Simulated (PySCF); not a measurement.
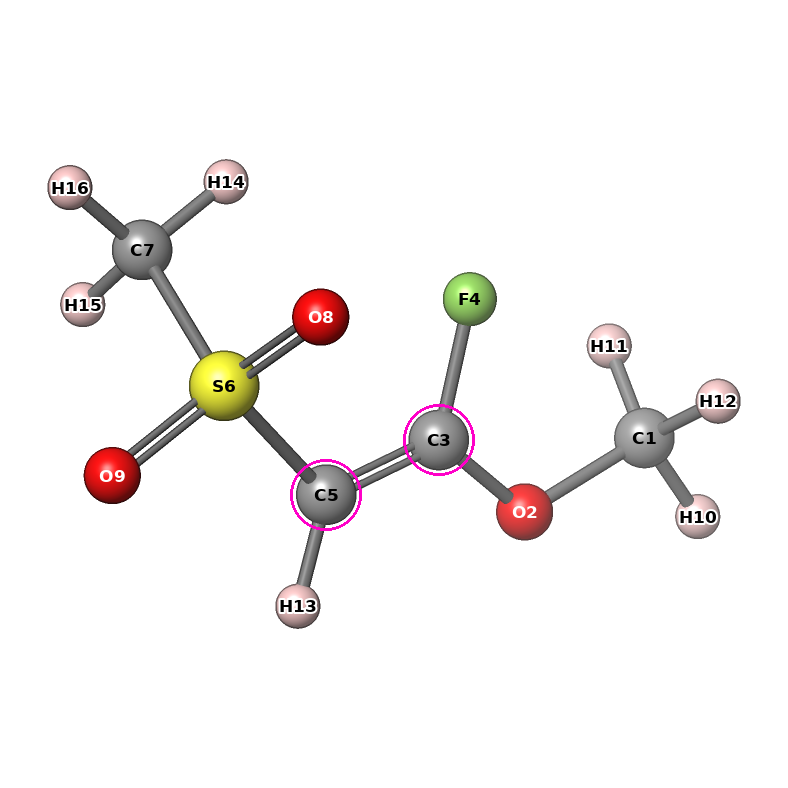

Distant atoms are faded towards the background colour. Circles mark the stereogenic atoms. Computed geometry: GFN2-xTB optimisation. No frequency run is at hand to confirm it as a minimum.

Question: What are the Cahn–Ingold–Prelog descriptors?

Answer: C3=C5: Z.
